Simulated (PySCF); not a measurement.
# Yb⁴²⁺: dipole response in even-tempered 17s11p8d4f3g

Aim: the static polarisability and the C₆ coefficient of Yb⁴²⁺, method by method.

Program: PySCF 2.14.0. Level of theory: unrestricted determinants in a Gaussian basis, no spin-orbit coupling in the energies. These are calculated values, not measurements, unless marked.

### 1 The atom as given

| Item | Value |
| --- | --- |
| Element | ytterbium (Z = 70) |
| Basis | an uncontracted even-tempered set (17 s from 8.4 bohr⁻², ratio 2.5; 11 p from 11 bohr⁻², ratio 2.5; 8 d from 11 bohr⁻², ratio 2.5; 4 f from 48 bohr⁻², ratio 2.7; 3 g from 72 bohr⁻², ratio 2.7) |
| Hamiltonian | no relativity, point nucleus |
| State 1 | Yb⁴²⁺: [Ar] 3d10, closed-shell 1S |
| Methods | UHF, PBE0 |

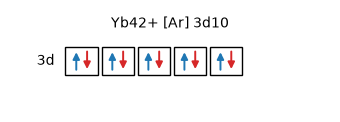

The shells outside the core, filled by Hund's rule for the drawing.

One driver process ran all states and methods and kept the integrals in memory. Each run is shown as a PySCF script that sums up its settings (the driver passes frozen orbitals as a list and adds second-order terms of double hybrids); the logs are those of the runs themselves. The driver starts from symmetry-adapted Hartree-Fock orbitals, holds the occupation by maximum overlap and uses a logarithmic radial grid for functionals, so a plain start would take other cycles.

The integrals over 145 functions and the set-up took 0.93 s of CPU time.

### 2 Yb⁴²⁺

**UHF**

File input.py:

```python
from pyscf import gto, scf, dft, mp, cc
mol = gto.M(atom="Yb 0 0 0", charge=42, spin=0, symmetry="D2h",
            basis=gto.etbs([(0, 17, 8.4, 2.5), (1, 11, 11, 2.5), (2, 8, 11, 2.5), (3, 4, 48, 2.7), (4, 3, 72, 2.7)]))
mf = scf.UHF(mol)
mf.irrep_nelec = {'Ag': (5, 5), 'B1g': (1, 1), 'B2g': (1, 1), 'B3g': (1, 1), 'B1u': (2, 2), 'B2u': (2, 2), 'B3u': (2, 2)}
mf.kernel()
```

The program printed:

```text
damping factor = 0
level_shift factor = 0
DIIS = <class 'pyscf.scf.diis.CDIIS'>
diis_start_cycle = 1
diis_space = 10
diis_damp = 0
SCF conv_tol = 1e-09
SCF conv_tol_grad = None
number electrons alpha = 14  beta = 14
cycle= 1 E= -12249.7436508028  delta_E= 2.91e-11  |g|= 4.11e-06  |ddm|= 1.58e-06
converged SCF energy = -12249.7436508028  <S^2> = -3.5527137e-15  2S+1 = 1
```

CPU time 28 s on a shared host, the integrals not counted.

The occupied shells:

| shell | electrons | mean orbital energy (eV) | spread (eV) | rms radius (bohr) |
| --- | --- | --- | --- | --- |
| 1s | 2 | -59266.0 | 0 | 0.0250 |
| 2s | 2 | -11367.0 | 0 | 0.0990 |
| 2p | 6 | -10946.0 | 0 | 0.0853 |
| 3s | 2 | -3997.1 | 0 | 0.244 |
| 3p | 6 | -3807.4 | 0 | 0.235 |
| 3d | 10 | -3466.8 | 0 | 0.207 |

⟨S²⟩ = 0.000, ⟨L²⟩ = 0.00.

The driver then solved the coupled dipole response at imaginary frequencies: mean α = 0.002081 bohr³, C₆ = 0.0003268 au for a like pair.

A non-relativistic calculation at this Z misses sizeable relativistic shifts. The p, d and f levels are scalar averages; spin-orbit coupling splits them strongly at this Z.

**PBE0**

Changes to input.py:

```diff
@@ -3,3 +3,3 @@
             basis=gto.etbs([(0, 17, 8.4, 2.5), (1, 11, 11, 2.5), (2, 8, 11, 2.5), (3, 4, 48, 2.7), (4, 3, 72, 2.7)]))
-mf = scf.UHF(mol)
+mf = dft.UKS(mol, xc="PBE0")
 mf.irrep_nelec = {'Ag': (5, 5), 'B1g': (1, 1), 'B2g': (1, 1), 'B3g': (1, 1), 'B1u': (2, 2), 'B2u': (2, 2), 'B3u': (2, 2)}
```

The program printed:

```text
damping factor = 0
level_shift factor = 0
DIIS = <class 'pyscf.scf.diis.CDIIS'>
diis_start_cycle = 1
diis_space = 10
diis_damp = 0
SCF conv_tol = 1e-09
SCF conv_tol_grad = None
number electrons alpha = 14  beta = 14
XC functionals = PBE0
    C. Adamo and V. Barone.,  J. Chem. Phys. 110, 6158 (1999)
    M. Ernzerhof and G. E. Scuseria.,  J. Chem. Phys. 110, 5029 (1999)
cycle= 1 E= -12250.2482650414  delta_E= -0.0063  |g|= 0.0138  |ddm|= 0.0369
cycle= 2 E= -12250.2482660169  delta_E= -9.76e-07  |g|= 0.0016  |ddm|= 0.000212
cycle= 3 E= -12250.2482660368  delta_E= -1.99e-08  |g|= 0.000242  |ddm|= 3.97e-05
cycle= 4 E= -12250.2482660372  delta_E= -3.84e-10  |g|= 2.39e-06  |ddm|= 4.22e-06
converged SCF energy = -12250.2482660372  <S^2> = 3.5527137e-15  2S+1 = 1
```

It used 32 s of CPU time after the integrals (shared host).

The driver then solved the coupled dipole response at imaginary frequencies: mean α = 0.002095 bohr³, C₆ = 0.0003292 au for a like pair.

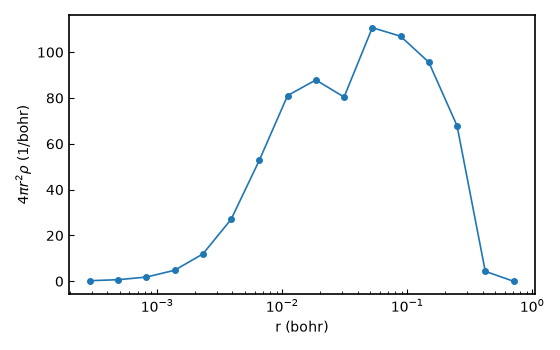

Radial density 4πr²ρ of Yb⁴²⁺ at UHF, at 16 stored radii joined by straight lines.

### 3 The response side by side

Yb⁴²⁺, in atomic units:

| method | mean α | C₆ (like pair) | S(−4) |
| --- | --- | --- | --- |
| UHF | 0.002081 | 0.0003268 | 2.398e-07 |
| PBE0 | 0.002095 | 0.0003292 | 2.446e-07 |

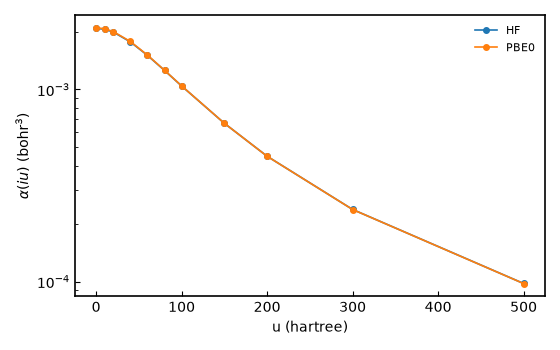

α(iu) of Yb⁴²⁺, the polarisability at imaginary frequency, on a logarithmic scale.

### 4 What came out

| quantity | value |
| --- | --- |
| α of Yb⁴²⁺ | 0.002081 (UHF) to 0.002095 (PBE0) bohr³ |

What this shows: A single London oscillator with the computed α and C₆ of Yb⁴²⁺ at UHF would have ω = 4 C₆ / (3 α²) = 101 hartree. The basis is finite, and no extrapolation was made.
